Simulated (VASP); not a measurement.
# A VASP study of LiNbO3 (LDA): structure first, properties next, part 2 of 2

Aim: relax LiNbO3 with LDA, compute its properties on that cell and hold them against experiment. The start is a cell from a database of measured crystal structures.

VASP 6.6.1, plane waves and PAW; the level of theory is named at each step.

So far, least gap on mesh and path (eV): step 5 (bands along the symmetry lines (LDA)) 3.45. The relaxed cell has a = 5.064, c = 13.675 Å (conventional setting).

**8. Band structure (LDA + SOC)**

This step: LDA, spin-orbit coupling; plane waves and PAW (Li_sv, Nb_sv, O) (VASP 6.6.1).

Levels along the symmetry lines show where the bands peak and cross; KPOINTS_OPT computes them in the converged potential. Spin-orbit coupling needs spinors and the noncollinear program, where each band holds one electron.

The input, INCAR:

```
SYSTEM = LiNbO3
PREC = Accurate
ENCUT = 650
EDIFF = 1E-06
NELM = 100
ISMEAR = 0
SIGMA = 0.05
LREAL = .FALSE.
ALGO = Normal
GGA = CA
LNONCOLLINEAR = .TRUE.
MAGMOM = 0 0 0 0 0 0 0 0 0 0 0 0 0 0 0 0 0 0 0 0 0 0 0 0 0 0 0 0 0 0
NBANDS = 88
GGA_COMPAT = .FALSE.
LASPH = .TRUE.
LSORBIT = .TRUE.
LMAXMIX = 4
LORBIT = 11
LWAVE = .FALSE.
LCHARG = .FALSE.
KPAR = 8
```

The input, POSCAR:

```
LiNbO3
1.0
    2.5318544503      1.4617668484      4.5584486399
   -2.5318544503      1.4617668484      4.5584486399
    0.0000000000     -2.9235336969      4.5584486399
Li Nb O
2 2 6
Direct
    0.2817193126      0.2817193126      0.2817193126
    0.7817193126      0.7817193126      0.7817193126
    0.9982165085      0.9982165085      0.9982165085
    0.4982165085      0.4982165085      0.4982165085
    0.1062264688      0.3673936902      0.7182590200
    0.7182590200      0.1062264688      0.3673936902
    0.3673936902      0.7182590200      0.1062264688
    0.2182590200      0.8673936902      0.6062264688
    0.8673936902      0.6062264688      0.2182590200
    0.6062264688      0.2182590200      0.8673936902
```

The input, KPOINTS:

```
Automatic mesh
0
Gamma
5 5 5
0 0 0
```

The input, KPOINTS_OPT:

```
Line mode
12
Line-mode
Reciprocal
  0.00000000   0.00000000   0.00000000 GAMMA
  0.50000000   0.00000000   0.00000000 L

  0.50000000   0.00000000   0.00000000 L
  0.50000000   0.23522035  -0.23522035 B1

  0.76477965   0.50000000   0.23522035 B
  0.50000000   0.50000000   0.50000000 Z

  0.50000000   0.50000000   0.50000000 Z
  0.00000000   0.00000000   0.00000000 GAMMA

  0.00000000   0.00000000   0.00000000 GAMMA
  0.36761018   0.00000000  -0.36761018 X

  0.63238982   0.36761018   0.00000000 Q
  0.50000000   0.50000000   0.00000000 F

  0.50000000   0.50000000   0.00000000 F
  0.63238982   0.63238982   0.23522035 P1

  0.63238982   0.63238982   0.23522035 P1
  0.50000000   0.50000000   0.50000000 Z

  0.50000000   0.00000000   0.00000000 L
  0.76477965   0.36761018   0.36761018 P
```

The projector-augmented-wave data sets are Li_sv, Nb_sv and O (LDA family, release 64).

Launch:

```bash
$ mpirun -np 8 vasp_ncl
```

It took 18 min on 8 MPI ranks of Intel Xeon Platinum 8259CL at 2.50GHz (Skylake/Cascade Lake), shared host; peak memory 11 GiB.

Numbers from this step:

```yaml
bands: 88
irreducible_k_points: 35
free_energy_toten: -87.8017 eV
fermi_energy: 4.082 eV
pressure: -0.06945 GPa
least_gap_on_mesh_and_path: 3.414 eV
least_direct_gap_on_mesh_and_path: 3.451 eV
valence_top_at_k: 0.1818, 0.1818, 0.1818
conduction_bottom_at_k: -0.4, 0.4, 0
```

On-site spin-orbit energy by atom:

```
atom  on-site spin-orbit energy (eV)
 Li1                           0.000
 Li2                           0.000
 Nb3                          -0.166
 Nb4                          -0.166
  O5                           0.000
  O6                           0.000
  O7                           0.000
  O8                           0.000
  O9                           0.000
 O10                           0.000
```

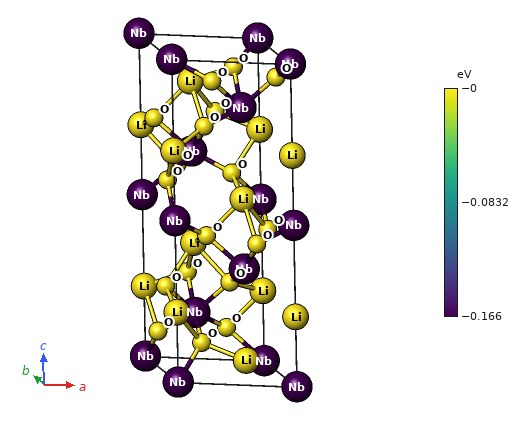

Atoms coloured by on-site spin-orbit energy. Bonds to atoms that aren't drawn are left out. Some periodic images of atoms are drawn too.

Electronic bands along the path, in eV, zero at the valence-band top; v1 is the highest filled band, c1 the lowest empty one:

```
    point     v4     v3     v2     v1    c1    c2    c3    c4
        Γ  -0.05  -0.05  -0.02  -0.02  3.43  3.43  3.46  3.46
        L  -0.21  -0.21  -0.20  -0.20  3.89  3.89  3.91  3.91
       B1  -0.29  -0.29  -0.27  -0.27  3.81  3.81  3.88  3.88
jump to B  -0.29  -0.29  -0.27  -0.27  3.81  3.81  3.88  3.88
        Z  -0.30  -0.30  -0.30  -0.30  4.65  4.65  4.65  4.65
        Γ  -0.05  -0.05  -0.02  -0.02  3.43  3.43  3.46  3.46
        X  -0.43  -0.42  -0.12  -0.11  3.44  3.49  4.01  4.04
jump to Q  -0.43  -0.42  -0.12  -0.11  3.44  3.49  4.01  4.04
        F  -0.44  -0.44  -0.25  -0.25  3.52  3.52  4.04  4.04
       P1  -0.54  -0.51  -0.13  -0.13  3.85  3.85  4.01  4.03
        Z  -0.30  -0.30  -0.30  -0.30  4.65  4.65  4.65  4.65
jump to L  -0.21  -0.21  -0.20  -0.20  3.89  3.89  3.91  3.91
        P  -0.54  -0.51  -0.13  -0.13  3.85  3.85  4.01  4.03
```

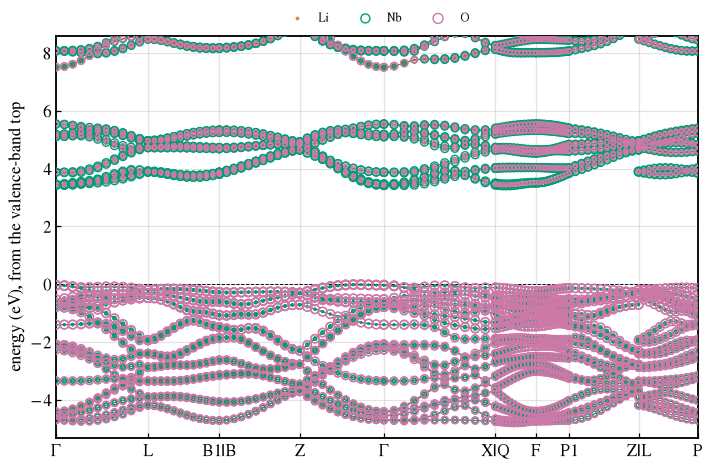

Electronic bands along the path; dots are coloured as in the legend, and their area grows with the weight.

The gap moves by -0.04 eV against LDA, which ran on another mesh.

**9. Bands along the symmetry lines (TB-mBJ)**

This step: TB-mBJ; plane waves and PAW (Li_sv, Nb_sv, O) (VASP 6.6.1).

Levels along the symmetry lines show where the bands peak and cross; KPOINTS_OPT computes them in the converged potential. TB-mBJ is a local potential fitted to gaps: it costs far less than a hybrid but gives no energy.

The input, INCAR:

```
SYSTEM = LiNbO3
PREC = Accurate
ENCUT = 650
EDIFF = 1E-06
NELM = 150
ISMEAR = 0
SIGMA = 0.05
LREAL = .FALSE.
ALGO = Normal
METAGGA = MBJ
LASPH = .TRUE.
NBANDS = 58
LORBIT = 11
LWAVE = .FALSE.
LCHARG = .FALSE.
KPAR = 8
```

POSCAR is that of step 8.

The input, KPOINTS:

```
Automatic mesh
0
Gamma
6 6 6
0 0 0
```

KPOINTS_OPT is that of step 8.

Launch:

```bash
$ mpirun -np 8 vasp_std
```

Run time: 13 min. Hardware: 8 MPI ranks; peak memory 5 GiB; 80 min of CPU time.

This functional is a potential without an energy, so its energies, forces and stress mean nothing and are not read. The PAW data sets were made with LDA, a small mismatch for this functional.

This step gave:

```
SCF cycles                        : 74
bands                             : 58
irreducible k-points              : 32
Fermi energy                      : 5.003 eV
least gap on mesh and path        : 4.210 eV
least direct gap on mesh and path : 4.257 eV
valence top at k                  : 0.1667, 0.1667, 0.1667
conduction bottom at k            : 0.5963, 0.4037, 0
```

Electronic bands along the path, in eV, zero at the valence-band top; v1 is the highest filled band, c1 the lowest empty one:

```
    point     v4     v3     v2     v1    c1    c2    c3    c4
        Γ  -0.50  -0.45  -0.02  -0.02  4.24  4.24  4.67  5.63
        L  -0.27  -0.27  -0.15  -0.15  4.63  4.63  5.42  5.42
       B1  -0.55  -0.55  -0.21  -0.21  4.58  4.58  5.37  5.37
jump to B  -0.55  -0.55  -0.21  -0.21  4.58  4.58  5.37  5.37
        Z  -0.25  -0.25  -0.25  -0.25  5.40  5.40  5.49  5.49
        Γ  -0.50  -0.45  -0.02  -0.02  4.24  4.24  4.67  5.63
        X  -0.61  -0.44  -0.35  -0.07  4.23  4.78  5.34  5.37
jump to Q  -0.61  -0.44  -0.35  -0.07  4.23  4.78  5.34  5.37
        F  -0.66  -0.58  -0.45  -0.16  4.31  4.81  5.14  5.29
       P1  -0.62  -0.58  -0.47  -0.08  4.60  4.74  5.25  5.46
        Z  -0.25  -0.25  -0.25  -0.25  5.40  5.40  5.49  5.49
jump to L  -0.27  -0.27  -0.15  -0.15  4.63  4.63  5.42  5.42
        P  -0.62  -0.58  -0.47  -0.08  4.60  4.74  5.25  5.46
```

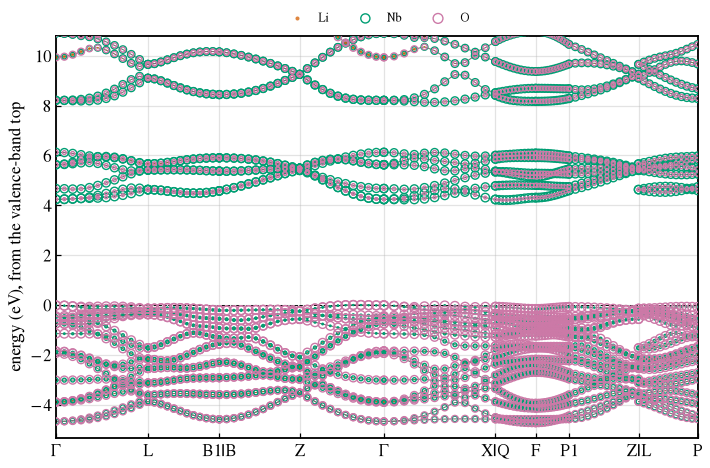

Electronic bands along the path; dots are coloured as in the legend, and their area grows with the weight.

The gap moves by +0.75 eV against LDA.

**10. Results**

| Item | Value |
| --- | --- |
| relaxed volume | 10.12 Å³/atom |
| relaxed conventional cell a, b, c | 5.064, 5.064, 13.675 Å; angles 90.0, 90.0, 120.0° |
| space group after relaxing, within 0.02 Å | R3c (No. 161) |
| band gap | 3.45 eV, indirect (least direct gap of that run 3.48 eV) |
| gap among the points of the DOS mesh alone, an upper bound | 3.46 eV |
| strongest peak of ε2, mean over directions | 5.09 eV |
| ε1 at zero frequency, no local fields, mean | 6.06 |
| band gap (LDA + SOC) | 3.41 eV, indirect (least direct gap of that run 3.45 eV) |
| band gap (TB-mBJ) | 4.21 eV, indirect (least direct gap of that run 4.26 eV) |

What this shows: With LDA, LiNbO3 relaxes to 10.12 Å³/atom in space group R3c (held by the symmetry of the run) and has an indirect gap of 3.45 eV. Against the listed cell the volume lies -4.7 % (a -1.7 %, c -1.4 %). Bands along the symmetry lines (LDA): On this path the gap is indirect, 3.46 eV, with the valence top between Z and Γ and the conduction bottom between Q and F. The least direct gap is 3.48 eV. Band structure (LDA + SOC): The path shows an indirect gap of 3.41 eV (valence top between Z and Γ, conduction bottom between Q and F). The least direct gap is 3.45 eV. Bands along the symmetry lines (TB-mBJ): The path shows an indirect gap of 4.21 eV (valence top between Z and Γ, conduction bottom between Q and F). The least direct gap is 4.26 eV. The other levels ran on the cell relaxed with LDA, and without spin-orbit coupling unless named. Semilocal functionals usually underestimate gaps. No search among competing phases was made, and a listed structure need not be the one stable at ambient conditions. All values are for a static lattice at zero temperature.

Comparison with the measured values:

```
              quantity  measured              LDA
lattice constant a (Å)   5.14829   5.064 (-1.6 %)
lattice constant c (Å)   13.8631  13.675 (-1.4 %)
```

Measured values from pmc:5642313 (2017).

Verdict: The lattice constant a is off by -1.6 %: a clear miss. The lattice constant c is off by -1.4 %: fair agreement. The grades are ours: good and fair within 0.7 and 1.5 % for the lattice constant a and 0.8 and 2 % for the lattice constant c. For lattice constants the calculation has a static lattice, without zero-point motion or thermal expansion.

[Lines on the potential files, build, host, timing and source positions are cut from VASP's logs without a mark.]

[Logs are printed without paths, hosts, clocks, repeated set-up lines and the standing remarks that a program may print on its own settings, such as how far it seeks lower states.]

[Hosts, paths, dates, database ids (printed as entryN), source tags and the programs' standing remarks are cut or masked in the printed files.]

[A measured line is paired with the nearest computed mode of its activity, which favours agreement.]
